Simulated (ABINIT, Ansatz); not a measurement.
# Ba2TaBiO6 (R-3): changed settings of a GW run in ABINIT

What do changed inputs do to GW on Ba2TaBiO6 (R-3)?

Method: LDA and many-body steps on it, plane waves, in ABINIT 10.8.3.

### 1. The structure

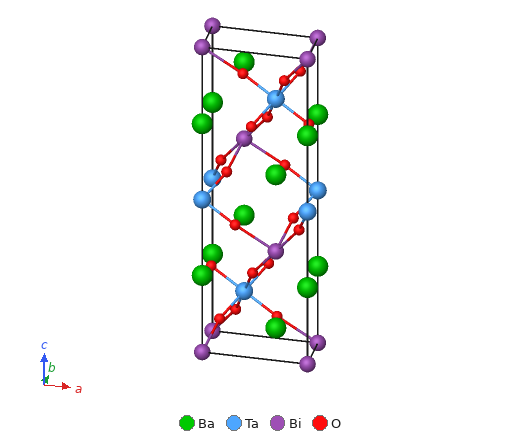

Start, viewed from a free direction; barium green, tantalum blue, bismuth purple, oxygen red. This picture shows the conventional cell, with its axes. Bonds to atoms that aren't drawn are left out. Some periodic images of atoms are drawn too.

As a file:

```cif
data_structure
_symmetry_space_group_name_H-M 'P 1'
_symmetry_Int_Tables_number 1
_cell_length_a 6.0973
_cell_length_b 6.0973
_cell_length_c 6.0973
_cell_angle_alpha 60.587
_cell_angle_beta 60.587
_cell_angle_gamma 60.587
_cell_volume 162.41
loop_
_atom_site_label
_atom_site_type_symbol
_atom_site_fract_x
_atom_site_fract_y
_atom_site_fract_z
_atom_site_occupancy
Ba1 Ba 0.74882 0.74882 0.74882 1
Ba2 Ba 0.25118 0.25118 0.25118 1
Ta3 Ta 0.50000 0.50000 0.50000 1
Bi4 Bi 0.00000 0.00000 0.00000 1
O5 O 0.72551 0.21886 0.32204 1
O6 O 0.21886 0.32204 0.72551 1
O7 O 0.32204 0.72551 0.21886 1
O8 O 0.27449 0.78114 0.67797 1
O9 O 0.67797 0.27449 0.78114 1
O10 O 0.78114 0.67797 0.27449 1
```

The cell and positions are those that the Materials Project relaxed with its own functionals (PBE, PBE+U or r2SCAN), kept fixed. Spin-orbit coupling is left out unless a step names it.

### 2. Screening, 2×2×2 mesh, 188 bands, screening to 141.5 eV

This step: ABINIT 10.8.3; RPA screening on LDA, plane waves, norm-conserving pseudopotentials.

The RPA dielectric matrix is built and inverted for each q.

Contents of run.abi:

```
acell 3*1.0 Angstrom
rprim 
  3.075626834241 1.775713980676 4.956223105800
  -3.075626834241 1.775713980676 4.956223105800
  0.000000000000 -3.551427961352 4.956223105800
ntypat 4
znucl 56 73 83 8
natom 10
typat 1 1 2 3 4 4 4 4 4 4
xred 
  0.748816000000 0.748816000000 0.748816000000
  0.251184000000 0.251184000000 0.251184000000
  0.500000000000 0.500000000000 0.500000000000
  0.000000000000 0.000000000000 0.000000000000
  0.725510000000 0.218856000000 0.322035000000
  0.218856000000 0.322035000000 0.725510000000
  0.322035000000 0.725510000000 0.218856000000
  0.274490000000 0.781144000000 0.677965000000
  0.677965000000 0.274490000000 0.781144000000
  0.781144000000 0.677965000000 0.274490000000
pp_dirpath "pseudos"
pseudos "Ba.upf, Ta.upf, Bi.upf, O.upf"
ecut 62
ngkpt 2 2 2
nshiftk 1
shiftk 0 0 0
kptopt 1
chksymbreak 0
istwfk *1
occopt 1
irdwfk 1
optdriver 3
nband 188
ecuteps 5.2
inclvkb 2
awtr 1
symchi 1
indata_prefix "in"
outdata_prefix "out"
tmpdata_prefix "tmp"
```

Launch:

```console
$ OMP_NUM_THREADS=1 mpirun -n 4 abinit run.abi > log
```

The program printed:

```text
.Version 10.8.3 of ABINIT. v10.8.2 released Aug 2026.

 Symmetries : space group R-3 (#148); Bravais hR (rhombohedral)
[... echo of the input left out ...]
== DATASET  1 ==================================================================
-   mpi_nproc: 4, omp_nthreads: 1 (-1 if OMP is not activated)

--- !DatasetInfo
iteration_state: {dtset: 1, }
dimensions: {natom: 10, nkpt: 4, mband: 188, nsppol: 1, nspinor: 1, nspden: 1, mpw: 25587, }
cutoff_energies: {ecut:  62.0, pawecutdg:  -1.0, }
electrons: {nelect:   1.06000000E+02, charge:   0.00000000E+00, occopt:   1.00000000E+00, tsmear:   1.00000000E-02, }

 SCREENING: Calculation of the susceptibility and dielectric matrices

 Based on a program developped by R.W. Godby, V. Olevano, G. Onida, and L. Reining.
 Incorporated in ABINIT by V. Olevano, G.-M. Rignanese, and M. Torrent.
.Using double precision arithmetic ; gwpc =  8

[... cell and pseudopotentials left out ...]
--------------------------------------------------------------------------------

 ==== K-mesh for the wavefunctions ====
 Number of points in the irreducible wedge :     4
[... list of points left out ...]
 Together with  6 symmetry operations and time-reversal symmetry
 yields     8 points in the full Brillouin Zone.

 ==== Q-mesh for the screening function ====
 Number of points in the irreducible wedge :     4
[... list of points left out ...]
 Together with  6 symmetry operations and time-reversal symmetry
 yields     8 points in the full Brillouin Zone.

 setmesh: FFT mesh size selected  =    54x   54x   54
          total number of points  =       157464

 vcoul_init : cutoff-mode = AUXILIARY_FUNCTION
 q-points for optical limit:   1
     1)      0.000010    0.000020    0.000030

- screening: taking advantage of time-reversal symmetry
- Maximum band index for partially occupied states nbvw = 53
- Remaining bands to be divided among processors   nbcw = 135
- Number of bands treated by each node ~33

 Number of electrons calculated from density =  106.0000; Expected =  106.0000
 average of density, n =  0.096716
 r_s =    1.3515
 omega_plasma =   29.9989 [eV]

 calculating chi0 at frequencies [eV] :
  1    0.000000E+00    0.000000E+00
  2    0.000000E+00    2.999894E+01

--------------------------------------------------------------------------------
  q-point number  1        q = ( 0.000000, 0.000000, 0.000000) [r.l.u.]
--------------------------------------------------------------------------------
[... chi0 elements left out ...]
 For q-point:  0.000010 0.000020 0.000030
  dielectric constant =   6.5866
  dielectric constant without local fields =   7.1989

  Average fulfillment of the sum rule on Im[epsilon] for q-point    1 :     50.55  [%]
[... wings left out ...]
  q-point number  2        q = ( 0.500000, 0.000000, 0.000000) [r.l.u.]
--------------------------------------------------------------------------------
[... chi0 elements left out ...]
  Average fulfillment of the sum rule on Im[epsilon] for q-point    2 :     56.48  [%]

 [... 2 further q-points ...]
```

It took 6.2 min on 4 MPI ranks of Arm Neoverse V1, shared host; peak memory 6.2 GiB.

This step gave:

```yaml
eps_infinity_with_local_fields_on_this_mesh_along_the_program_s_q_direction: 6.587
the_same_without_local_fields: 7.199
plasma_frequency: 30.00 eV
plane_waves_in_the_screening_matrix: 609
```

Local fields lower ε∞ by 9 %. On a Γ-centred mesh this coarse the value itself is usually too large, while a short band sum pulls it down.

### 3. Base

The self-energy is evaluated for the states that the input lists, and the levels follow from it, in one-shot runs by the linearised quasiparticle equation.

This step: G0W0 on LDA, plane waves, norm-conserving pseudopotentials.

Edit run.abi of step 2 so:

```diff
@@ -31,8 +31,19 @@
 irdwfk 1
-optdriver 3
+optdriver 4
 nband 188
+gwcalctyp 0
+ecutsigx 62
+symsigma 1
+nkptgw 3
+kptgw 
+  0.5000000000 0.5000000000 0.5000000000
+  0.5000000000 0.0000000000 0.0000000000
+  0.0000000000 0.0000000000 0.0000000000
+bdgw 
+  52 56
+  52 55
+  51 55
 ecuteps 5.2
-inclvkb 2
-awtr 1
-symchi 1
+irdscr 1
+ppmodel 1
 indata_prefix "in"
```

The program printed:

```text
.Version 10.8.3 of ABINIT. v10.8.2 released Aug 2026.

 Symmetries : space group R-3 (#148); Bravais hR (rhombohedral)
[... echo of the input left out ...]
== DATASET  1 ==================================================================
-   mpi_nproc: 4, omp_nthreads: 1 (-1 if OMP is not activated)

--- !DatasetInfo
iteration_state: {dtset: 1, }
dimensions: {natom: 10, nkpt: 4, mband: 188, nsppol: 1, nspinor: 1, nspden: 1, mpw: 25587, }
cutoff_energies: {ecut:  62.0, pawecutdg:  -1.0, }
electrons: {nelect:   1.06000000E+02, charge:   0.00000000E+00, occopt:   1.00000000E+00, tsmear:   1.00000000E-02, }

 SIGMA: Calculation of the GW corrections

 Based on a program developped by R.W. Godby, V. Olevano, G. Onida, and L. Reining.
 Incorporated in ABINIT by V. Olevano, G.-M. Rignanese, and M. Torrent.
.Using double precision arithmetic ; gwpc =  8

[... cell and pseudopotentials left out ...]
--------------------------------------------------------------------------------

 ==== K-mesh for the wavefunctions ====
 Number of points in the irreducible wedge :     4
[... list of points left out ...]
 Together with  6 symmetry operations and time-reversal symmetry
 yields     8 points in the full Brillouin Zone.

 ==== Q-mesh for screening function ====
 Number of points in the irreducible wedge :     4
[... list of points left out ...]
 Together with  6 symmetry operations and time-reversal symmetry
 yields     8 points in the full Brillouin Zone.

 vcoul_init : cutoff-mode = AUXILIARY_FUNCTION
 q-points for optical limit:   1
     1)      0.000010    0.000020    0.000030
 setmesh: FFT mesh size selected  =    81x   81x   81
          total number of points  =       531441

 Number of electrons calculated from density =  106.0000; Expected =  106.0000
 average of density, n =  0.096716
 r_s =    1.3515
 omega_plasma =   29.9989 [eV]

 === KS Band Gaps ===
  >>>> For spin  1
   Minimum direct gap =   2.5771 [eV], located at k-point      :   0.5000  0.0000  0.0000
   Fundamental gap    =   2.5491 [eV], Top of valence bands at :   0.5000  0.5000  0.5000
                                       Bottom of conduction at :   0.5000  0.0000  0.0000
 SIGMA fundamental parameters:
 PLASMON POLE MODEL  1
 number of plane-waves for SigmaX                25587
 number of plane-waves for SigmaC and W            609
 number of plane-waves for wavefunctions         25587
 number of bands                                   188
 number of independent spin polarizations            1
 number of spinorial components                      1
 number of k-points in IBZ                           4
 number of q-points in IBZ                           4
 number of symmetry operations                       6
 number of k-points in BZ                            8
 number of q-points in BZ                            8
 number of frequencies for dSigma/dE                 9
 frequency step for dSigma/dE [eV]                0.25
 number of omega for Sigma on real axis              0
 max omega for Sigma on real axis  [eV]           0.00
 zcut for avoiding poles [eV]                     0.10

 EPSILON^-1 parameters (SCR file):
 dimension of the eps^-1 matrix on file            609
 dimension of the eps^-1 matrix used               609
 number of plane-waves for wavefunctions         25587
 number of bands                                   188
 number of q-points in IBZ                           4
 number of frequencies                               2
 number of real frequencies                          1
 number of imag frequencies                          1

 matrix elements of self-energy operator (all in [eV])

 Perturbative Calculation

--- !SelfEnergy_ee
iteration_state: {dtset: 1, }
kpoint     : [   0.500,    0.500,    0.500, ]
spin       : 1
KS_gap     :    2.682
QP_gap     :    3.506
Delta_QP_KS:    0.824
data: !SigmaeeData |
     Band     E0 <VxcDFT>   SigX SigC(E0)      Z dSigC/dE  Sig(E)    E-E0       E
       52   4.962 -18.586 -23.417   5.000   0.768  -0.303 -18.456   0.130   5.092
       53   6.493 -20.412 -23.480   3.673   0.789  -0.267 -19.934   0.478   6.970
       54   9.175 -15.195 -10.580  -3.042   0.827  -0.209 -13.894   1.301  10.476
       55   9.631 -15.656 -11.060  -2.977   0.825  -0.212 -14.321   1.335  10.966
       56   9.631 -15.656 -11.060  -2.977   0.825  -0.212 -14.321   1.335  10.966

--- !SelfEnergy_ee
iteration_state: {dtset: 1, }
kpoint     : [   0.500,    0.000,    0.000, ]
spin       : 1
KS_gap     :    2.577
QP_gap     :    3.398
Delta_QP_KS:    0.821
data: !SigmaeeData |
     Band     E0 <VxcDFT>   SigX SigC(E0)      Z dSigC/dE  Sig(E)    E-E0       E
       52   5.236 -18.788 -23.488   4.915   0.770  -0.299 -18.622   0.166   5.403
[...]
--- !SelfEnergy_ee
iteration_state: {dtset: 1, }
kpoint     : [   0.000,    0.000,    0.000, ]
spin       : 1
KS_gap     :    3.947
QP_gap     :    4.983
Delta_QP_KS:    1.036
data: !SigmaeeData |
     Band     E0 <VxcDFT>   SigX SigC(E0)      Z dSigC/dE  Sig(E)    E-E0       E
[...]
53   5.708 -19.360 -23.390   4.430   0.775  -0.290 -19.050   0.310   6.018
       54   9.655 -13.384  -8.865  -2.901   0.832  -0.202 -12.038   1.346  11.001
       55   9.838 -16.696 -11.919  -3.205   0.815  -0.227 -15.415   1.281  11.119

== END DATASET(S) ==============================================================
================================================================================

 -outvars: echo values of variables after computation  --------
           etotal      0.0000000000E+00
            nband         188
             nkpt           4
          spgroup         148
 [... the other variables as echoed above ...]

 Calculation completed.
```

It took 79 s on 4 MPI ranks; peak memory 3.7 GiB; 5.3 min of CPU time.

Numbers from this step:

| Quantity | Value |
| --- | --- |
| G0W0 gap on the points computed | 3.365 eV |
| starting gap on the mesh | 2.549 eV |
| k of the valence top | 0.5, 0.5, 0.5 |
| k of the conduction bottom | 0.5, 0, 0 |
| Z at the valence top | 0.789 |
| Z at the conduction bottom | 0.828 |
| least direct G0W0 gap on the computed points | 3.398 eV |

The gap on the mesh goes from 2.55 eV to 3.37 eV, a correction of +0.82 eV.

### 4. Exchange cutoff

Edit run.abi of step 3 so:

```diff
@@ -34,3 +34,3 @@
 gwcalctyp 0
-ecutsigx 62
+ecutsigx 9.3
 symsigma 1
```

The program printed:

```text
.Version 10.8.3 of ABINIT. v10.8.2 released Aug 2026.

 Symmetries : space group R-3 (#148); Bravais hR (rhombohedral)
[... echo of the input left out ...]
== DATASET  1 ==================================================================
-   mpi_nproc: 4, omp_nthreads: 1 (-1 if OMP is not activated)

--- !DatasetInfo
iteration_state: {dtset: 1, }
dimensions: {natom: 10, nkpt: 4, mband: 188, nsppol: 1, nspinor: 1, nspden: 1, mpw: 25587, }
cutoff_energies: {ecut:  62.0, pawecutdg:  -1.0, }
electrons: {nelect:   1.06000000E+02, charge:   0.00000000E+00, occopt:   1.00000000E+00, tsmear:   1.00000000E-02, }

 SIGMA: Calculation of the GW corrections

 Based on a program developped by R.W. Godby, V. Olevano, G. Onida, and L. Reining.
 Incorporated in ABINIT by V. Olevano, G.-M. Rignanese, and M. Torrent.
.Using double precision arithmetic ; gwpc =  8

[... cell and pseudopotentials left out ...]
--------------------------------------------------------------------------------

 ==== K-mesh for the wavefunctions ====
 Number of points in the irreducible wedge :     4
[... list of points left out ...]
 Together with  6 symmetry operations and time-reversal symmetry
 yields     8 points in the full Brillouin Zone.

 ==== Q-mesh for screening function ====
 Number of points in the irreducible wedge :     4
[... list of points left out ...]
 Together with  6 symmetry operations and time-reversal symmetry
 yields     8 points in the full Brillouin Zone.

 vcoul_init : cutoff-mode = AUXILIARY_FUNCTION
 q-points for optical limit:   1
     1)      0.000010    0.000020    0.000030
 setmesh: FFT mesh size selected  =    60x   60x   60
          total number of points  =       216000

 Number of electrons calculated from density =  106.0000; Expected =  106.0000
[...]
number of plane-waves for wavefunctions         25587
 number of bands                                   188
 number of q-points in IBZ                           4
 number of frequencies                               2
 number of real frequencies                          1
 number of imag frequencies                          1

 matrix elements of self-energy operator (all in [eV])

 Perturbative Calculation

--- !SelfEnergy_ee
iteration_state: {dtset: 1, }
kpoint     : [   0.500,    0.500,    0.500, ]
spin       : 1
KS_gap     :    2.682
QP_gap     :    3.344
Delta_QP_KS:    0.662
data: !SigmaeeData |
     Band     E0 <VxcDFT>   SigX SigC(E0)      Z dSigC/dE  Sig(E)    E-E0       E
       52   4.962 -18.586 -22.911   5.000   0.768  -0.303 -18.068   0.518   5.480
       53   6.493 -20.412 -22.666   3.673   0.789  -0.267 -19.291   1.120   7.613
       54   9.175 -15.195  -9.998  -3.042   0.827  -0.209 -13.412   1.783  10.958
[...]
--- !SelfEnergy_ee
iteration_state: {dtset: 1, }
kpoint     : [   0.500,    0.000,    0.000, ]
spin       : 1
KS_gap     :    2.577
QP_gap     :    3.235
Delta_QP_KS:    0.657
data: !SigmaeeData |
     Band     E0 <VxcDFT>   SigX SigC(E0)      Z dSigC/dE  Sig(E)    E-E0       E
[...]
--- !SelfEnergy_ee
iteration_state: {dtset: 1, }
kpoint     : [   0.000,    0.000,    0.000, ]
spin       : 1
KS_gap     :    3.947
QP_gap     :    4.798
Delta_QP_KS:    0.850
data: !SigmaeeData |
     Band     E0 <VxcDFT>   SigX SigC(E0)      Z dSigC/dE  Sig(E)    E-E0       E
[...]
54   9.655 -13.384  -8.528  -2.901   0.832  -0.202 -11.758   1.626  11.281
       55   9.838 -16.696 -11.189  -3.205   0.815  -0.227 -14.820   1.876  11.714

== END DATASET(S) ==============================================================
================================================================================

 -outvars: echo values of variables after computation  --------
           etotal      0.0000000000E+00
            nband         188
             nkpt           4
          spgroup         148
 [... the other variables as echoed above ...]

 Calculation completed.
```

Wall time 72 s (4 MPI ranks); peak memory 3.6 GiB.

Numbers from this step:

```
G0W0 gap on the points computed              : 3.204 eV
starting gap on the mesh                     : 2.549 eV
k of the valence top                         : 0.5, 0.5, 0.5
k of the conduction bottom                   : 0.5, 0, 0
Z at the valence top                         : 0.789
Z at the conduction bottom                   : 0.828
least direct G0W0 gap on the computed points : 3.234 eV
```

[end of part 1 of 2]

[Paths, hosts, dates, memory and timing lines, banners, echoed tables and standing remarks are left out of the program output.]

[Logs are printed without paths, hosts, clocks, repeated set-up lines and the standing remarks that a program may print on its own settings, such as how far it seeks lower states.]

[Runs of the session that timed out or met a known fault of the program may be left out.]

[Hosts, paths, dates, database ids (printed as entryN), source tags and the programs' standing remarks are cut or masked in the printed files.]

[G0W0 gaps are taken among the corrected bands and points alone; a level outside them can change the order at an edge.]

[Where Ansatz stands beside ABINIT at settings called matched, ABINIT's density can come from a denser mesh and the files from another edition; pairs whose starting gaps differed by over 0.03 eV were left out, so agreement reads better than it is.]
